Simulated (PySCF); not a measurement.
# EPR calculation, with input and output: CH$_{3}$F$_{3}$OSi (charge +1)

System: CH$_{3}$F$_{3}$OSi, charge +1, multiplicity 2.
Method: UKS BHandHLYP, IGLO-III on C F O Si, pcH-1 on H, non-relativistic, mean-field spin-orbit, GIAO (PySCF 2.14.0).

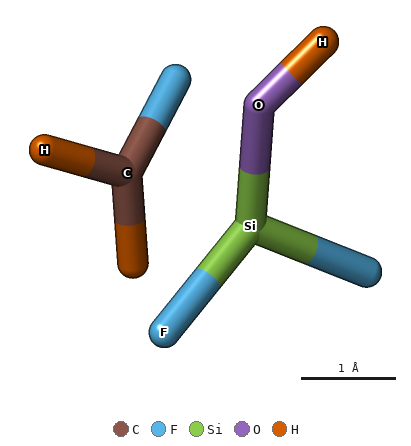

The structure as given in the input (stick view, seen at a tilt). Sticks are drawn by distance; a stretched bond gets none, so the picture shows separate pieces.

Key numbers

```json
{"quantity": "outcome", "value": "converged"}
{"quantity": "total energy", "value": "−703.982772 hartree"}
{"quantity": "⟨S²⟩", "value": "0.754"}
{"quantity": "isotropic g", "value": "2.0052"}
{"quantity": "hardware", "value": "1 CPU thread, shared host"}
{"quantity": "wall time", "value": "50 s"}
{"quantity": "peak memory", "value": "0.88 GiB"}
```

Input file
```
{"job": {"kind": "epr", "xc": "BHandHLYP"}, "charge": 1, "multiplicity": 2}
C      1.299957    -0.238735     0.197067
F      1.602224    -0.750064    -0.951691
Si    -0.734176     0.480410     0.099183
O     -1.590114    -0.809014    -0.235558
F     -0.576751     1.634316    -0.958416
F     -0.792070     0.956804     1.595387
H      1.754018     0.751455     0.392345
H      1.154348    -0.974777     1.008402
H     -1.927284    -1.107762    -1.093124
```

The first line tells a small driver script what to run in PySCF; the rest is the geometry in Å.

Launch command:
```bash
OMP_NUM_THREADS=1 python <driver script> task.json out
```

Log
```
UKS, coarse grid
  cycle   1  E = -703.77567984  |g| = 7.48e-01
  cycle   2  E = -703.70220252  |g| = 9.38e-01
  cycle   3  E = -703.98142595  |g| = 5.80e-02
  cycle   4  E = -703.98247662  |g| = 2.84e-02
  cycle   5  E = -703.98273421  |g| = 1.07e-02
  cycle   6  E = -703.98277580  |g| = 2.71e-03
  cycle   7  E = -703.98278087  |g| = 8.90e-04
UKS, final grid
  cycle   1  E = -703.98277167  |g| = 6.52e-04
  cycle   2  E = -703.98277182  |g| = 6.48e-04
  cycle   3  E = -703.98277197  |g| = 1.48e-04
  cycle   4  E = -703.98277200  |g| = 9.10e-05
  cycle   5  E = -703.98277201  |g| = 1.12e-05
E = -703.98277201 Eh   <S^2> = 0.7542 (exact 0.7500)
g shifts (ppm)      1          2          3
  rmc          -258       -258       -258
  gc             12         25         70
  oz_so         214       4227       4989
  total         -32       3994       4801
hyperfine (MHz)  atom isotope    a_iso     a_fc   dipolar eigenvalues
    0   13C      22.69      22.50    -51.18    -51.02    102.19
    1   19F     247.97     244.94   -361.81   -349.20    711.00
    2  29Si    -174.46    -174.60    -42.09     20.53     21.56
    3   17O     -22.05     -21.99    -21.29     10.55     10.74
    4   19F      71.20      70.26    -70.25    -69.41    139.66
    5   19F      84.14      83.24    -78.78    -77.37    156.15
    6    1H      48.22      48.17    -24.50     -5.50     30.00
    7    1H      34.29      34.24    -24.28     -5.10     29.38
    8    1H      -0.35      -0.37     -6.51     -1.59      8.10
```

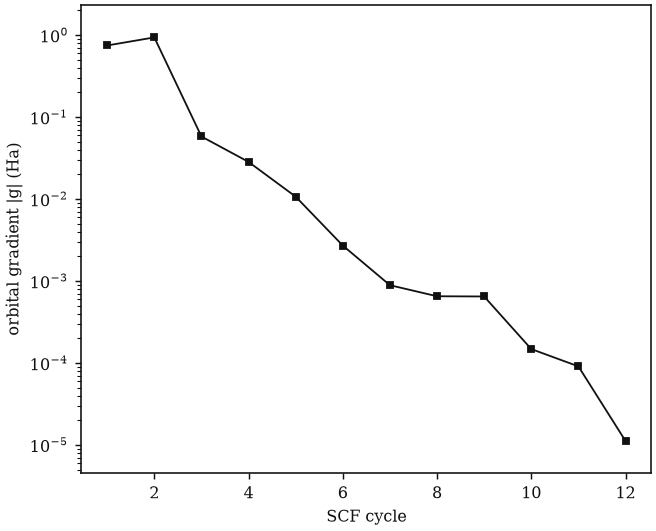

Convergence of the self-consistent field: orbital gradient |g| against the SCF cycle. All cycles printed in the log are drawn one after another.
